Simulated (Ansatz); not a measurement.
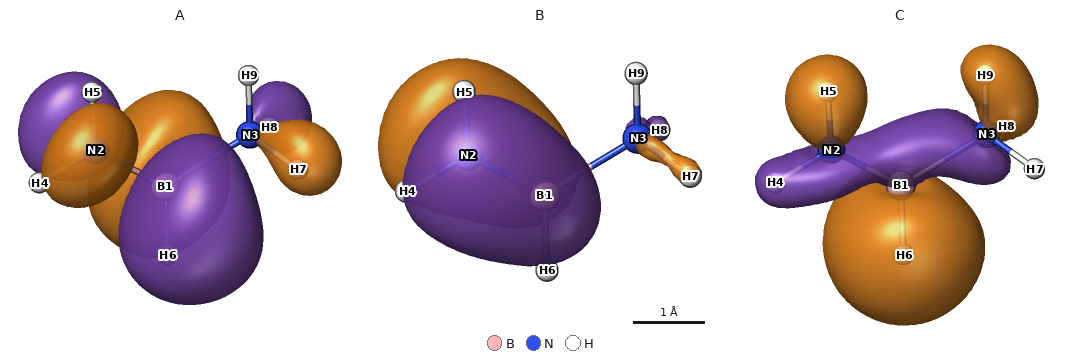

*BH₆N₂ (SMILES NB[NH3+]) (charge +1). Three frontier orbitals at ±0.1 Å⁻³ᐟ² (orange and purple are the two phases), in no order.*

Geometry: PBE0-D3(BJ)/def2-SVP.

The calculation used isolated molecule in a Gaussian basis; Kohn-Sham density functional theory, functional PBE0 (Ansatz 0.2.0).

```xyz
9

B     1.0461   -1.2682    2.1600
N    -0.0462   -2.0826    2.1237
N     0.8580    0.2644    1.9504
H     0.0607   -3.0847    2.2587
H    -1.0123   -1.8101    1.9708
H     2.1753   -1.6164    2.3424
H     1.2202    0.7787    2.7651
H     1.4225    0.5827    1.1506
H    -0.1074    0.5755    1.7916
```

**Which picture is the HOMO−1, the HOMO and the LUMO?**

C is the HOMO−1 (−15.73 eV). By Hirshfeld shares it lies mainly on H6 (about 40 %), B1 (about 35 %), N3 (about 10 %) and N2 (about 10 %). B is the HOMO (−14.25 eV). It lies mainly on N2 (about 65 %) and B1 (about 20 %). A is the LUMO (−5.19 eV). It lies mainly on B1 (about 50 %), N2 (about 20 %), H6 (about 10 %) and N3 (about 10 %).

**What is the HOMO–LUMO gap?**

9.06 eV between the orbital energies.
